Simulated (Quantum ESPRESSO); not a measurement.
# Energy and gap at +3 % biaxial strain: 1T-CdF2, 1 layer

Method. Quantum ESPRESSO 7.5 driven by ASE, PBE, GBRV ultrasoft, ESM (bc1); atomic heights clamped; cell area 10.932 Å² at zero strain.

```
strain (%)  energy (meV a cell)  gap on the mesh (eV)
        −3                83.33                 3.920
      −1.5                23.18                 3.871
         0                 0.00                 3.815
      +1.5                 9.37                 3.746
```

One more run was made and is withheld. What are energy and gap at +3 %, and how stiff is the sheet?

**Worked estimate.** About zero, E'' = (23.18 + 9.37 − 2 × 0.00)/1.5² = 14.47 meV per %² and E' = (9.37 − 23.18)/3 = −4.60 meV per %. With E = A K ε², where K = (C11 + C22)/2 + C12 (C11 + C12 for a hexagonal sheet), K = 14.47 × 10/(2 × 10.932) × 16.02 = 106 N/m. The parabola gives E(+3 %) = 0.00 + 3 × (−4.60) + 4.5 × 14.47 = 51.3 meV. Continuing the last slope, the gap is 2 × 3.746 − 3.815 = 3.677 eV.

What the calculation gave: E = 47.0 meV and the gap 3.652 eV. The parabola misses by +4.3 meV, too high, since bonds soften under tension. The gap's line misses by +0.025 eV.

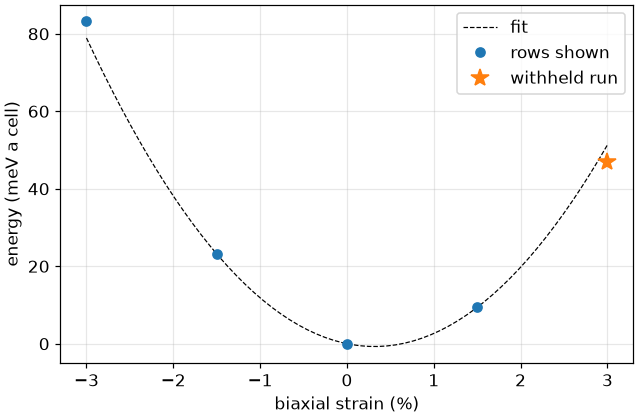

The rows shown, the fit and the withheld run.

**Limits.** Clamped heights stiffen sheets with several planes. Semilocal gap, no spin-orbit coupling.

[Logs are printed without paths, hosts, clocks, repeated set-up lines and the standing remarks that a program may print on its own settings, such as how far it seeks lower states.]
